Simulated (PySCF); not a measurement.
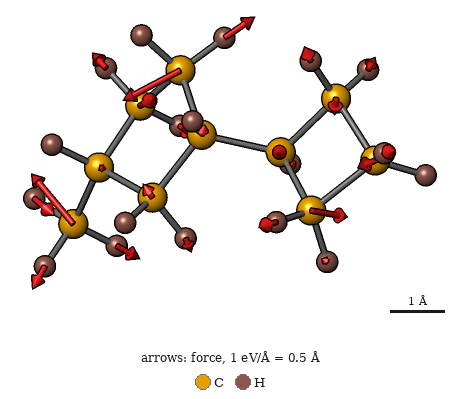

Starting geometry of C10H18 with the computed forces as red arrows. A ball-and-stick model, seen at a tilt.

The start comes from GFN2-xTB. Its atoms were then displaced at random by about 0.01 Å.

The calculation used PBE0-D3(BJ)/def2-SVP geometry optimisation, gas phase (PySCF). 

Is this structure relaxed? If not, where do the atoms go?

It isn't relaxed: the largest force vector, on a C atom, is 2.68 eV/Å. The final displacements have little in common with the starting forces (cosine between the two patterns 0.08). Over 11 geometry steps the energy falls by 0.300 eV. The atom that moves furthest after the best rigid fit is an H atom (0.38 Å). Largest moves by element: H 0.38 Å, C 0.16 Å. Some distances before and after: C–C 1.575 → 1.526 Å, C–H 1.149 → 1.101 Å, C–H 1.062 → 1.101 Å, C–C 1.534 → 1.549 Å. Among the angles between lasting bonds that change: C–C–H 114.1° → 118.6°, C–C–H 114.5° → 118.0°, C–C–C 115.7° → 119.2°. The run took 5.5 min on 1 thread of AMD EPYC 7B13, on a shared host.
